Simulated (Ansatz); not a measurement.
```xyz
8

Si   -0.8312   -0.1137   -0.4115
Cl    2.5757   -0.5727   -0.3293
H    -0.4740   -1.5322   -0.5582
H    -0.2567    0.7207   -1.4876
H    -2.3064    0.0441   -0.4228
H     1.9116   -0.2450    0.7490
O    -0.2308    0.3856    1.1271
H    -0.3880    1.3134    1.3331
```

Not at a stationary point (largest force 1.3 eV/Å).

Method: Ansatz, RKS B3LYP/def2-TZVP.

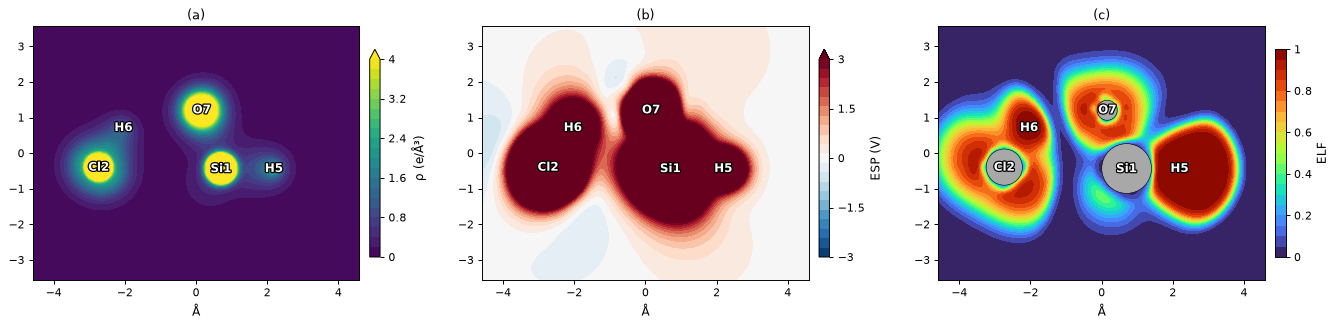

H₄OSi···HCl. (a) total electron density; (b) electrostatic potential; (c) ELF on the plane of atoms H5, Si1 and O7. Grey discs cover the atomic cores in the ELF map.

Describe what can be read from this map.

Answer.
- Atoms in the plane: Si, Cl, H and O.
- O7···H6 (2.27 Å): the density falls to about 0.1 e/Å³ on the way; the ELF dips to about 0.05 between them.
- Si–O (1.73 Å): ρ at the midpoint is about 1 e/Å³; the ELF peaks at about 0.90 between the atoms; a polar covalent bond.
- Cl–H (1.31 Å): ρ is about 1.9 e/Å³ halfway; the ELF climbs to about 1 towards the hydrogen, as it does in any bond to H; a covalent bond by its length.
- Si–H (1.48 Å): ρ at the midpoint is about 0.82 e/Å³; the ELF climbs to about 1 towards the hydrogen.
- The ELF also peaks beside Cl2 and O7, away from the bonds: lone-pair regions.
- Outside the dense part of the complex the potential is most negative (−0.6 V) near Cl2.
